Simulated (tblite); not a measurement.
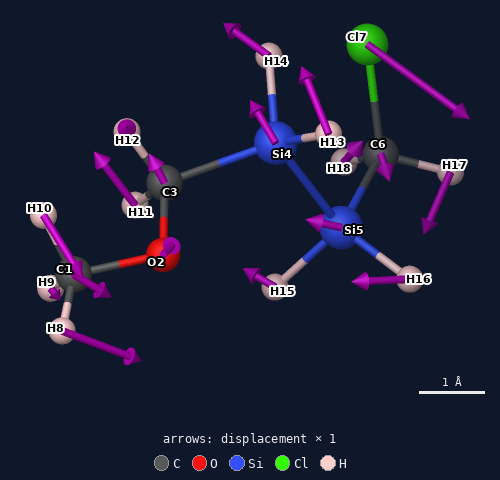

This is a relaxation of C$_{3}$H$_{11}$ClOSi$_{2}$. The starting structure is drawn; purple arrows show the displacements, at their true length. The two geometries are superimposed by the best rigid fit.

The picture is a ball-and-stick view, seen from a free direction.

The calculation used tblite 0.8.0, GFN2-xTB geometry optimisation, gas phase. 

> What did the optimiser do to the structure, and how much energy did it gain?

The energy falls by 90.5 kJ/mol in 174 geometry steps. Cl7 moves most after the best rigid fit: 2.04 Å. By element the largest moves are Cl 2.04 Å, H 1.57 Å, Si 0.82 Å, C 0.75 Å, O 0.63 Å. Near-neighbour distances that change, for instance: Si4–Cl7 3.166 → 3.749 Å, Si4–Si5 2.250 → 2.318 Å, Si5–C6 1.864 → 1.924 Å, C3–Si4 1.856 → 1.911 Å. Among the angles between lasting bonds that change: C3–Si4–Si5 110.5° → 97.8°, Si5–Si4–H14 107.1° → 119.8°, O2–C3–Si4 113.0° → 101.7°. Groups turn about Si5–C6 by about 50°, C3–Si4 by about 45°, Si4–Si5 by about 30°.
